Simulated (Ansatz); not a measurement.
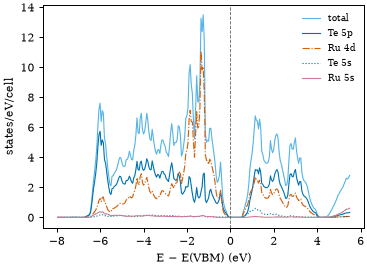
Fig. 1. Total and projected density of states of Te2Ru in space group Pnnm (No. 58; Te on 4g, Ru on 2a), plane-wave PAW r²SCAN (Ansatz code)

Which orbitals carry the states next to the gap?

Top 1 eV of the valence band: Ru 4d 58 %, Te 5p 37 %. Bottom 1 eV of the conduction band: Te 5p 45 %, Ru 4d 42 %, Te 5s 9 %. Projections are on Löwdin-orthogonalised atomic valence shells; empty p or d shells of many metals are not among them.

Where is the tallest occupied peak in this window, and what makes it?

Near -1.3 eV, about 13 states/eV per cell; the largest projected share is Ru 4d.

The workflow started from a Materials Project entry (that database holds measured and hypothetical structures alike); the Crystallography Open Database files this formula in space group No. 58, but the cells were not matched. Whether it is the stable phase at ambient conditions was not checked. The cell was relaxed with r²SCAN under the symmetry of its start; whether a distortion lowers the energy is not shown. No spin polarisation was allowed. Scalar-relativistic: spin–orbit coupling is off unless named, which matters more the heavier the elements.

Potentials: the earlier of the program's two PAW sets.
